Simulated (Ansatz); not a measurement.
# CH7AlN2O: from a rough start to a minimum

What shape does CH7AlN2O take? The plan is to relax it, check the end point by its vibrations and derive ideal-gas thermochemistry.

Program: Ansatz 0.2.0, Gaussian basis. Level of theory: RKS PBE0-D4/def2-TZVP. These are calculated values, not measurements.

Levels to be run: relaxation at PBE-D4/def2-SVP; relaxation at PBE0-D4/def2-TZVP; harmonic vibrations at the same level.

1 further run of the same task is left out (set aside as unsound or not needed).

## (1) Starting geometry

SMILES `C[O][Al]([NH2])[NH2]`, 12 atoms, charge 0, spin multiplicity 1.

Atoms are counted from 1 here; the program's logs count them from 0.

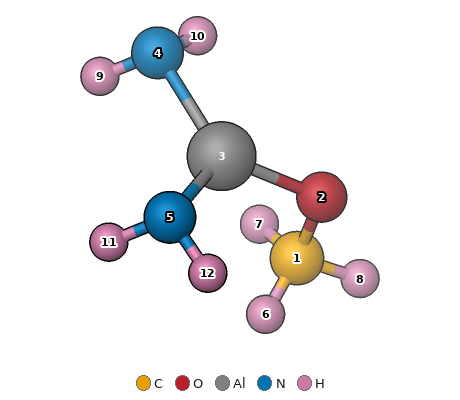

Start geometry, drawn with carbon amber, oxygen red, aluminium grey, nitrogen blue, hydrogen pink; atoms are numbered from 1 in the order of the file.

As a file:

```csv
atom,x (Å),y (Å),z (Å)
C1,-1.4076,0.4275,1.1552
O2,-1.4854,0.1938,-0.2337
Al3,0.1981,-0.2101,-0.8284
N4,1.4640,1.1908,-1.4245
N5,0.8505,-2.0256,-0.7875
H6,-1.1190,-0.3980,1.7251
H7,-0.7922,1.3599,1.3698
H8,-2.4486,0.7312,1.4666
H9,2.2041,1.2218,-0.7202
H10,0.8731,2.0796,-1.2761
H11,1.6399,-2.0453,-0.0797
H12,0.1002,-2.5806,-0.3328
```

The start is a force-field geometry with small random shifts, so a cheaper pass at PBE-D4/def2-SVP comes first.

## (2) Optimising with PBE-D4/def2-SVP (cheap first pass)

Input file in.yaml:

```yaml
crystal:
  periodic: [false, false, false]
  atoms:
    - {symbol: C, position_ang: [-1.407600, 0.427500, 1.155200]}
    - {symbol: O, position_ang: [-1.485400, 0.193800, -0.233700]}
    - {symbol: Al, position_ang: [0.198100, -0.210100, -0.828400]}
    - {symbol: N, position_ang: [1.464000, 1.190800, -1.424500]}
    - {symbol: N, position_ang: [0.850500, -2.025600, -0.787500]}
    - {symbol: H, position_ang: [-1.119000, -0.398000, 1.725100]}
    - {symbol: H, position_ang: [-0.792200, 1.359900, 1.369800]}
    - {symbol: H, position_ang: [-2.448600, 0.731200, 1.466600]}
    - {symbol: H, position_ang: [2.204100, 1.221800, -0.720200]}
    - {symbol: H, position_ang: [0.873100, 2.079600, -1.276100]}
    - {symbol: H, position_ang: [1.639900, -2.045300, -0.079700]}
    - {symbol: H, position_ang: [0.100200, -2.580600, -0.332800]}
basis:
  gaussian: {orbitals: def2-SVP}
hamiltonian: {xc: pbe, dispersion: d4}
relax: {f_tol: 0.03, max_steps: 200}
```

What it wrote, shortened:

```text
Functional definition: PBE
  name "PBE"
  cite "Perdew, Burke & Ernzerhof, Phys. Rev. Lett. 77, 3865 (1996) doi:10.1103/PhysRevLett.77.3865"
  parent pbe
[...]
1244 factors; their error is unknown
[...]
mean field -12758.83604208 eV, -468.8785762967 hartree, gradient 1.2e-5 eV, S^2 0.000000; 0 other end points of the search recorded, 0 dependent functions left out
[...]
reference -12758.83608375 eV, -468.8785778283 hartree; 24, 24 occupied and 85, 85 virtual orbitals, 1244 factors
relax step   1: F+E_penalty+E_count = -12759.03377615 eV  Δ(F+E_penalty+E_count) = +0.000e0 eV  max|allowed force component| = 3.383e0 eV/Å  Δτ_max = 0.0000 Å  (30 SCF iters, accepted)
[...]
relax step   5: F+E_penalty+E_count = -12760.21366030 eV  Δ(F+E_penalty+E_count) = -1.129e-1 eV  max|allowed force component| = 3.697e-1 eV/Å  Δτ_max = 0.2000 Å  (34 SCF iters, accepted)
[...]
relax step   9: F+E_penalty+E_count = -12760.28926771 eV  Δ(F+E_penalty+E_count) = -7.177e-3 eV  max|allowed force component| = 4.175e-2 eV/Å  Δτ_max = 0.0951 Å  (29 SCF iters, accepted)
[...]
relax step  13: F+E_penalty+E_count = -12760.30572290 eV  Δ(F+E_penalty+E_count) = +1.149e-3 eV  max|allowed force component| = 3.348e-1 eV/Å  Δτ_max = 0.0885 Å  (29 SCF iters, rejected (line search))
[...]
1244 factors; their error is unknown
mean field -12760.11040978 eV, -468.9254084458 hartree, gradient 2.3e-5 eV, S^2 0.000000; 1 other end points of the search recorded, 0 dependent functions left out
[...]
reference -12760.11045133 eV, -468.9254099728 hartree; 24, 24 occupied and 85, 85 virtual orbitals, 1244 factors
Total energy: -12760.31310816 eV, -468.9328574742 hartree
Atom 0 at    -1.672398     0.671888     1.253731 Å, force     0.008628    -0.008916     0.000488 eV/Å
Atom 1 at    -0.982384    -0.310150     0.542619 Å, force    -0.002835     0.008650     0.001913 eV/Å
Atom 2 at     0.454959    -0.391565    -0.393361 Å, force    -0.002905    -0.000555     0.000408 eV/Å
Atom 3 at     1.299993     1.086967    -0.923101 Å, force     0.001253    -0.000550    -0.001273 eV/Å
Atom 4 at     1.052573    -2.019118    -0.789380 Å, force    -0.000046     0.001362    -0.000911 eV/Å
Atom 5 at    -1.850301     0.350515     2.307105 Å, force    -0.001686     0.000364     0.004132 eV/Å
Atom 6 at    -1.137863     1.652688     1.302389 Å, force     0.004115     0.003367    -0.001510 eV/Å
Atom 7 at    -2.674716     0.871434     0.805429 Å, force    -0.002758    -0.002473    -0.006895 eV/Å
Atom 8 at     2.215012     1.118537    -1.375290 Å, force    -0.002133    -0.002223     0.000960 eV/Å
Atom 9 at     0.928626     2.033844    -0.833416 Å, force    -0.001918     0.001016     0.002221 eV/Å
Atom 10 at     1.815803    -2.242985    -1.428384 Å, force     0.000623     0.001161     0.000391 eV/Å
Atom 11 at     0.627797    -2.877055    -0.434543 Å, force    -0.000337    -0.001204     0.000075 eV/Å
Dipole moment:     0.230469     0.131921    -0.130650 e Å
```

It took 25 s on 4 threads, shared host.

Step by step: (the energy doesn't fall at every step)

| step | energy from step 1 (eV) | largest force component (eV/Å) |
| --- | --- | --- |
| 1 | 0.0000 | 3.3830 |
| 2 | -0.5999 | 1.4660 |
| 3 | -0.8961 | 0.8046 |
| 4 | -1.0670 | 0.4278 |
| 5 | -1.1799 | 0.3697 |
| 6 | -1.2335 | 0.1317 |
| 7 | -1.2483 | 0.0728 |
| 8 | -1.2375 | 0.5853 |
| 9 | -1.2555 | 0.0418 |
| 10 | -1.2596 | 0.2272 |
| 11 | -1.2618 | 0.1969 |
| 12 | -1.2731 | 0.0422 |
| 13 | -1.2719 | 0.3348 |
| 14 | -1.2756 | 0.0208 |
| 15 | -1.2781 | 0.1064 |
| 16 | -1.2790 | 0.0795 |
| 17 | -1.2793 | 0.0089 |

The force was under the threshold of 0.03 eV/Å already at step 14, but the program went on to step 17.

Close pairs (by a distance rule), those that changed most:

| bond | before (Å) | after (Å) | change (Å) |
| --- | --- | --- | --- |
| Al3–N4 | 1.980 | 1.783 | -0.197 |
| Al3–N5 | 1.930 | 1.778 | -0.151 |
| O2–Al3 | 1.831 | 1.717 | -0.113 |
| C1–H6 | 1.044 | 1.116 | +0.072 |
| N4–H10 | 1.078 | 1.021 | -0.057 |
| N5–H11 | 1.060 | 1.020 | -0.040 |
| C1–H7 | 1.138 | 1.118 | -0.020 |
| N5–H12 | 1.038 | 1.021 | -0.017 |

## (3) Optimising with PBE0-D4/def2-TZVP

Input file in.yaml:

```yaml
crystal:
  periodic: [false, false, false]
  atoms:
    - {symbol: C, position_ang: [-1.672398, 0.671888, 1.253731]}
    - {symbol: O, position_ang: [-0.982384, -0.310150, 0.542619]}
    - {symbol: Al, position_ang: [0.454959, -0.391565, -0.393361]}
    - {symbol: N, position_ang: [1.299993, 1.086967, -0.923101]}
    - {symbol: N, position_ang: [1.052573, -2.019118, -0.789380]}
    - {symbol: H, position_ang: [-1.850301, 0.350515, 2.307105]}
    - {symbol: H, position_ang: [-1.137863, 1.652688, 1.302389]}
    - {symbol: H, position_ang: [-2.674716, 0.871434, 0.805429]}
    - {symbol: H, position_ang: [2.215012, 1.118537, -1.375290]}
    - {symbol: H, position_ang: [0.928626, 2.033844, -0.833416]}
    - {symbol: H, position_ang: [1.815803, -2.242985, -1.428384]}
    - {symbol: H, position_ang: [0.627797, -2.877055, -0.434543]}
basis:
  gaussian: {orbitals: def2-TZVP}
hamiltonian: {xc: pbe0, dispersion: d4}
relax: {f_tol: 0.005, max_steps: 150}
```

What it wrote, shortened:

```text
Functional definition: PBE0
  name "PBE0"
  cite "Adamo & Barone, J. Chem. Phys. 110, 6158 (1999) doi:10.1063/1.478522"
  cite "Perdew, Burke & Ernzerhof, Phys. Rev. Lett. 77, 3865 (1996) doi:10.1103/PhysRevLett.77.3865"
  parent pbe
[...]
1228 factors; their error is unknown
[...]
mean field -12770.98659356 eV, -469.3251008276 hartree, gradient 3.2e-5 eV, S^2 0.000000; 0 other end points of the search recorded, 0 dependent functions left out
[...]
reference -12770.98663063 eV, -469.3251021902 hartree; 24, 24 occupied and 179, 179 virtual orbitals, 1228 factors
relax step   1: F+E_penalty+E_count = -12771.15900462 eV  Δ(F+E_penalty+E_count) = +0.000e0 eV  max|allowed force component| = 6.250e-1 eV/Å  Δτ_max = 0.0000 Å  (28 SCF iters, accepted)
[...]
Atom 2 at     0.461469    -0.403889    -0.345243 Å, force    -0.000589    -0.000987    -0.001821 eV/Å
Atom 3 at     1.292355     1.067960    -0.861968 Å, force     0.000234     0.002085     0.000550 eV/Å
Atom 4 at     1.024541    -2.005549    -0.818803 Å, force     0.000270     0.000171     0.000387 eV/Å
Atom 5 at    -1.743077     0.509957     2.305103 Å, force     0.000132     0.000498    -0.002100 eV/Å
Atom 6 at    -1.224566     1.680443     1.082633 Å, force    -0.001358    -0.003258     0.000305 eV/Å
Atom 7 at    -2.677415     0.703688     0.814080 Å, force     0.002257    -0.000283     0.000828 eV/Å
Atom 8 at     2.121728     1.097637    -1.430480 Å, force    -0.000233    -0.000472     0.000138 eV/Å
Atom 9 at     1.000236     2.002305    -0.630495 Å, force     0.000369    -0.001108    -0.000109 eV/Å
Atom 10 at     1.819941    -2.200795    -1.401728 Å, force    -0.000189     0.000001     0.000235 eV/Å
Atom 11 at     0.577224    -2.860590    -0.534682 Å, force     0.000233     0.000384    -0.000147 eV/Å
Dipole moment:     0.169226     0.145961    -0.111292 e Å
```

Run time: 83 s. Hardware: 4 threads, shared host; peak memory 0.49 GiB.

Step by step:

| step | energy from step 1 (eV) | largest force component (eV/Å) |
| --- | --- | --- |
| 1 | 0.0000 | 0.6250 |
| 2 | -0.0536 | 0.3656 |
| 3 | -0.0622 | 0.0585 |
| 4 | -0.0626 | 0.0568 |
| 5 | -0.0630 | 0.0860 |
| 6 | -0.0637 | 0.0555 |
| 7 | -0.0641 | 0.0087 |
| 8 | -0.0642 | 0.0073 |
| 9 | -0.0642 | 0.0010 |
| 10 | -0.0643 | 0.0085 |
| 11 | -0.0643 | 0.0118 |
| 12 | -0.0643 | 0.0130 |
| 13 | -0.0643 | 0.0181 |
| 14 | -0.0643 | 0.0251 |
| 15 | -0.0643 | 0.0134 |
| 16 | -0.0644 | 0.0107 |
| 17 | -0.0644 | 0.0094 |
| 18 | -0.0644 | 0.0093 |
| 19 | -0.0644 | 0.0058 |
| 20 | -0.0644 | 0.0024 |
| 21 | -0.0644 | 0.0090 |
| 22 | -0.0644 | 0.0150 |
| 23 | -0.0644 | 0.0038 |
| 24 | -0.0644 | 0.0033 |

The force was under the threshold of 0.005 eV/Å already at step 9, but the program went on to step 24.

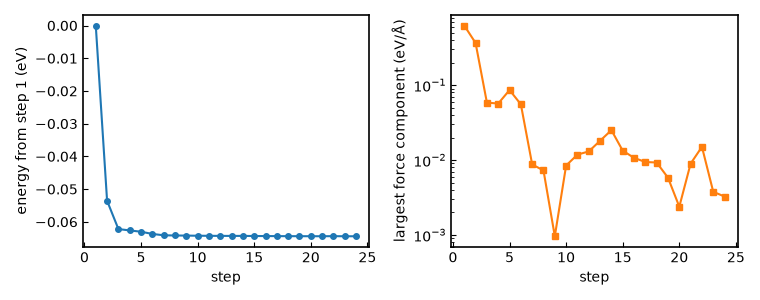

Energy and largest force along the relaxation.

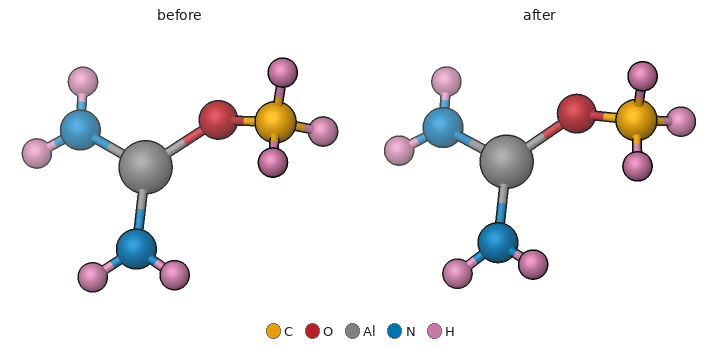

Before and after, at one scale.

Distances of close pairs at the start and the end, largest changes first:

| bond | before (Å) | after (Å) | change (Å) |
| --- | --- | --- | --- |
| O2–Al3 | 1.717 | 1.688 | -0.030 |
| C1–H8 | 1.116 | 1.096 | -0.020 |
| C1–H6 | 1.116 | 1.096 | -0.019 |
| C1–H7 | 1.118 | 1.099 | -0.019 |
| Al3–N4 | 1.783 | 1.767 | -0.016 |
| Al3–N5 | 1.778 | 1.763 | -0.016 |
| N4–H9 | 1.021 | 1.006 | -0.015 |
| N4–H10 | 1.021 | 1.006 | -0.015 |

Mulliken charges of the relaxed molecule (report file):

```
atom  value (e)
  C1      -0.19
  O2      -0.35
 Al3       0.63
  N4      -0.67
  N5      -0.67
  H6       0.11
  H7       0.09
  H8       0.11
  H9       0.23
 H10       0.23
 H11       0.23
 H12       0.24
```

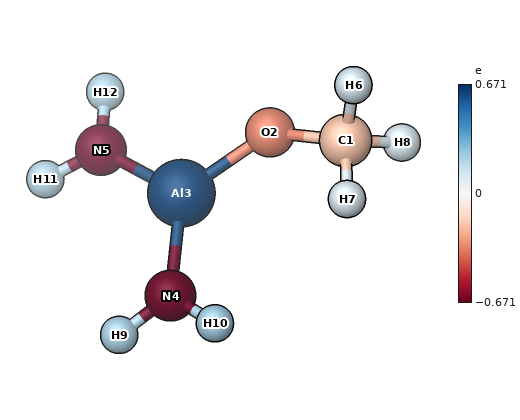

Mulliken charges of the relaxed molecule (report file), as colours on the atoms.

## (4) Force constants and modes

Input file in.yaml:

```yaml
crystal:
  periodic: [false, false, false]
  atoms:
    - {symbol: C, position_ang: [-1.661468, 0.682357, 1.225699]}
    - {symbol: O, position_ang: [-0.913867, -0.328524, 0.629682]}
    - {symbol: Al, position_ang: [0.461469, -0.403889, -0.345243]}
    - {symbol: N, position_ang: [1.292355, 1.067960, -0.861968]}
    - {symbol: N, position_ang: [1.024541, -2.005549, -0.818803]}
    - {symbol: H, position_ang: [-1.743077, 0.509957, 2.305103]}
    - {symbol: H, position_ang: [-1.224566, 1.680443, 1.082633]}
    - {symbol: H, position_ang: [-2.677415, 0.703688, 0.814080]}
    - {symbol: H, position_ang: [2.121728, 1.097637, -1.430480]}
    - {symbol: H, position_ang: [1.000236, 2.002305, -0.630495]}
    - {symbol: H, position_ang: [1.819941, -2.200795, -1.401728]}
    - {symbol: H, position_ang: [0.577224, -2.860590, -0.534682]}
basis:
  gaussian: {orbitals: def2-TZVP}
hamiltonian: {xc: pbe0, dispersion: d4}
phonons: {temperatures: {t_min: 298.15, t_max: 900, t_step: 200}}
```

What it wrote, shortened:

```text
Functional definition: PBE0
  name "PBE0"
  cite "Adamo & Barone, J. Chem. Phys. 110, 6158 (1999) doi:10.1063/1.478522"
  cite "Perdew, Burke & Ernzerhof, Phys. Rev. Lett. 77, 3865 (1996) doi:10.1103/PhysRevLett.77.3865"
  parent pbe
[...]
1228 factors; their error is unknown
[...]
mean field -12771.04871302 eV, -469.3273836758 hartree, gradient 4.6e-5 eV, S^2 0.000000; 0 other end points of the search recorded, 0 dependent functions left out
[...]
reference -12771.04874963 eV, -469.3273850212 hartree; 24, 24 occupied and 179, 179 virtual orbitals, 1228 factors
[...]
1228 factors; their error is unknown
mean field -12771.04853979 eV, -469.3273773096 hartree, gradient 1.2e-6 eV, S^2 0.000000; 0 other end points of the search recorded, 0 dependent functions left out
[...]
reference -12771.04857642 eV, -469.3273786556 hartree; 24, 24 occupied and 179, 179 virtual orbitals, 1228 factors
[...]
Atom 5 at    -1.743077     0.509957     2.305103 Å, force     0.000125     0.000497    -0.002110 eV/Å
Atom 6 at    -1.224566     1.680443     1.082633 Å, force    -0.001280    -0.003305     0.000269 eV/Å
Atom 7 at    -2.677415     0.703688     0.814080 Å, force     0.002244    -0.000289     0.000830 eV/Å
Atom 8 at     2.121728     1.097637    -1.430480 Å, force    -0.000236    -0.000454     0.000149 eV/Å
Atom 9 at     1.000236     2.002305    -0.630495 Å, force     0.000379    -0.001069    -0.000111 eV/Å
Atom 10 at     1.819941    -2.200795    -1.401728 Å, force    -0.000183    -0.000001     0.000233 eV/Å
Atom 11 at     0.577224    -2.860590    -0.534682 Å, force     0.000240     0.000397    -0.000147 eV/Å
Dipole moment:     0.169227     0.145963    -0.111293 e Å
Vibrations: 32.97 72.98 95.63 188.24 212.00 254.66 275.82 297.81 329.20 353.72 613.86 619.73 680.73 848.65 894.19 1182.46 1191.24 1242.61 1488.77 1491.41 1502.27 1562.37 1572.61 2989.74 3048.04 3064.46 3622.09 3626.55 3709.83 3716.99 cm⁻¹, zero-point energy 2.528139 eV
```

Run time: 2.9 min. Hardware: 4 threads, shared host; peak memory 0.49 GiB.

Motions are named by where the mode's potential energy lies. Wavenumbers, unscaled:

| mode | cm⁻¹ | motion |
| --- | --- | --- |
| 1 | 33 | torsion |
| 2 | 73 | torsion |
| 3 | 96 | bend |
| 4 | 188 | bend |
| 5 | 212 | torsion |
| 6 | 255 | bend |
| 7 | 276 | torsion |
| 8 | 298 | torsion |
| 9 | 329 | torsion |
| 10 | 354 | torsion |
| 11 | 614 | bend |
| 12 | 620 | Al–O stretch with bend |
| 13 | 681 | bend |
| 14 | 849 | Al–N and Al–O stretch |
| 15 | 894 | Al–N stretch |
| 16 | 1182 | bend |
| 17 | 1191 | bend |
| 18 | 1243 | C–O stretch |
| 19 | 1489 | bend |
| 20 | 1491 | bend |
| 21 | 1502 | bend |
| 22 | 1562 | bend |
| 23 | 1573 | bend |
| 24 | 2990 | C–H stretch |
| 25 | 3048 | C–H stretch |
| 26 | 3064 | C–H stretch |
| 27 | 3622 | N–H stretch |
| 28 | 3627 | N–H stretch |
| 29 | 3710 | N–H stretch |
| 30 | 3717 | N–H stretch |

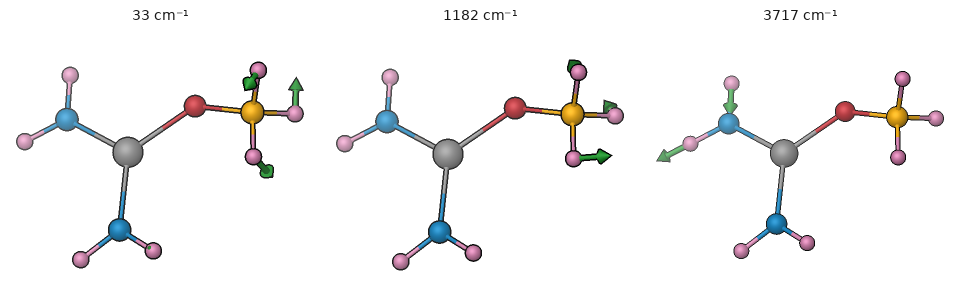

Displacements of 3 modes, as arrows.

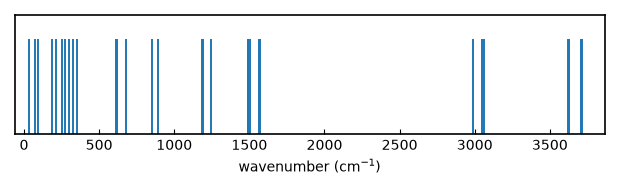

The harmonic wavenumbers as sticks (no intensities were computed).

Ideal gas, rigid rotor and harmonic oscillator at 298.15 K and 1 bar, with symmetry number 1:

```
                term            value
   zero-point energy     243.9 kJ/mol
          H(298) − E     270.2 kJ/mol
entropy, translation  165.0 J/(mol K)
   entropy, rotation  112.0 J/(mol K)
  entropy, vibration  110.0 J/(mol K)
      entropy, total  387.0 J/(mol K)
```

## (5) Outcome

```
                  quantity            value
               point group               C1
                     steps          17 + 24
shift from the start (rms)          0.802 Å
              total energy   -12771.2235 eV
           dispersion term         -175 meV
             dipole moment           1.20 D
lowest, highest wavenumber    33, 3717 cm⁻¹
         zero-point energy     243.9 kJ/mol
       entropy at 298.15 K  387.0 J/(mol K)
```

In words: The atoms moved 0.80 Å (rms) from the start; the bond that changed most is Al3–N4, from 1.980 to 1.767 Å. No mode is imaginary: a true minimum at this level. The stiffest mode, 3717 cm⁻¹, is an N–H stretch, and 4 modes under 200 cm⁻¹ make the vibrational entropy uncertain. Harmonic hybrid wavenumbers usually lie a few per cent above measured fundamentals. The largest Mulliken charge, -0.67 e, sits on N4.
